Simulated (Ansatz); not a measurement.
**Response to strain in hypothetical CdI2 type CeO2**

Consider CeO2 in the CdI2 type structure (space group P-3m1, No. 164; a = 3.601 Å, c = 4.525 Å; a hypothetical phase, not in the database extracts checked). Axes: x lies along a and z along c of the hexagonal cell.

Strains are applied to the cell and any free atomic positions relax; under biaxial strain the out-of-plane vector relaxes too.

All numbers come from plane-wave PAW DFT at the PBE-D3(BJ) level (Ansatz, a first-principles code, 420 eV), no SOC.

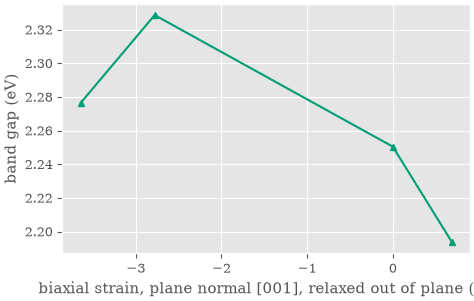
Fig. 1. Band gap against biaxial strain, plane normal [001], relaxed out of plane

Task: From the plot, what is the band gap for biaxial strain −3.64 %, plane normal [001], relaxed out of plane?

Result: About 2.28 eV.

Task: Is the trend monotonic over the range shown?

Result: No, it turns within the range, spanning 2.19 eV to 2.33 eV.

Whether these cells are dynamically stable was not tested. Starting moments died away, wholly or in part, for the base; another magnetic solution may exist. All final runs are without spin polarisation.
